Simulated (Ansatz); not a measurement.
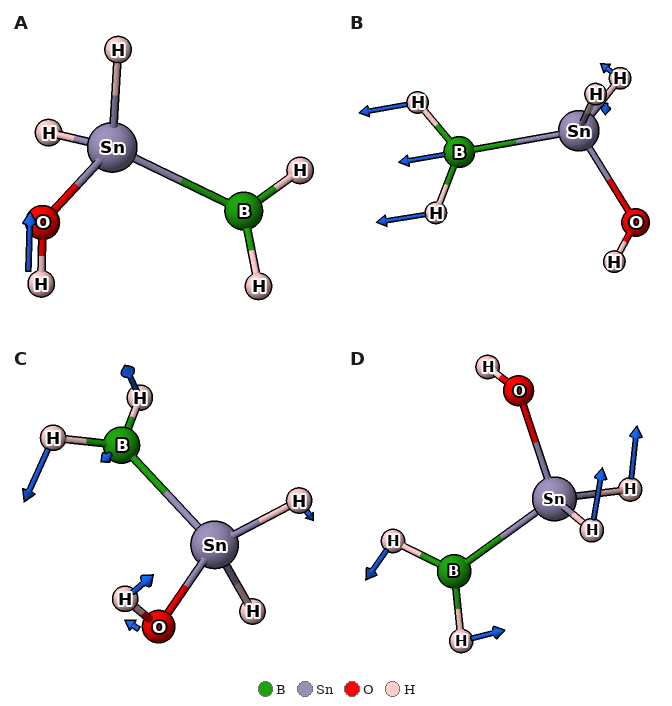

4 normal modes of one molecule or complex, as arrows. Harmonic vibrations computed with RKS PBE0-D4/def2-TZVP, core potentials on Sn (Ansatz 0.2.0) at a stationary point of the same level.

> Match the panels to the wavenumbers 152 cm⁻¹, 492 cm⁻¹, 667 cm⁻¹, 3901 cm⁻¹.

A: 3901 cm⁻¹, O–H stretching
B: 492 cm⁻¹, Sn–B stretching
C: 152 cm⁻¹
D: 667 cm⁻¹, angle bending
